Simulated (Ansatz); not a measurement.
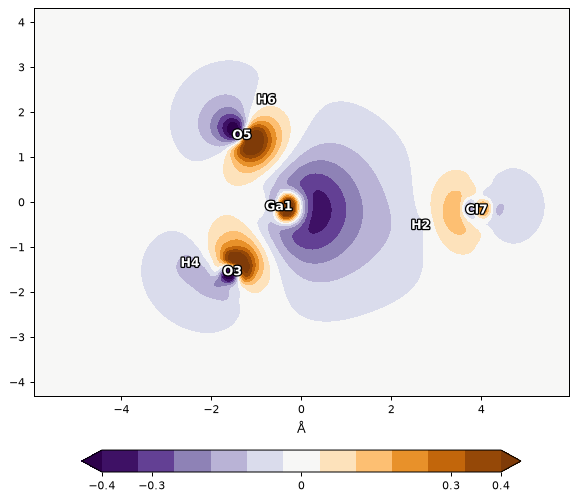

The picture shows: GaH₂O₂···HCl (doublet). The LUMO (β) on the molecular plane (values in Å⁻³ᐟ²; the overall sign is arbitrary).

The calculation used UKS BHLYP/def2-mTZVP (Ansatz 0.2.0).

The calculation's input:

```
crystal:
  periodic: [false, false, false]
  atoms:
    - { symbol: Ga, position_ang: [0.03609, -0.160187, 0.059152] }
    - { symbol: H, position_ang: [-0.144129, 0.240851, 1.561282] }
    - { symbol: O, position_ang: [1.656685, -0.302618, -0.630009] }
    - { symbol: H, position_ang: [1.688552, -0.567721, -1.547015] }
    - { symbol: O, position_ang: [-1.289266, -0.52984, -1.06024] }
    - { symbol: H, position_ang: [-2.175283, -0.48293, -0.712635] }
    - { symbol: Cl, position_ang: [0.017552, 0.003845, 4.113065] }
magnetization:
  spin_polarized: true
  initial_magnetization: 1
basis:
  gaussian: { orbitals: def2-mTZVP }
hamiltonian:
  xc: { name: BHLYP }
relax:
  f_tol: 0.03
  max_steps: 50
output:
  orbitals: {}
```

Command:

```sh
ansatz run input.yaml --threads 4 --pin off --max-ram 5120MiB --backend cpu --events-out ev --progress --plain --runs-dir out
```

The fields are those of the run's last geometry, not of the input's.

Q: Describe this orbital and give its energy.

A: It lies mainly on Ga1 (about 70 %), O5 (about 10 %) and O3 (about 5 %); it is symmetric in the molecular plane (an in-plane orbital: σ, lone-pair or in-plane π type). Its energy is −2.97 eV.
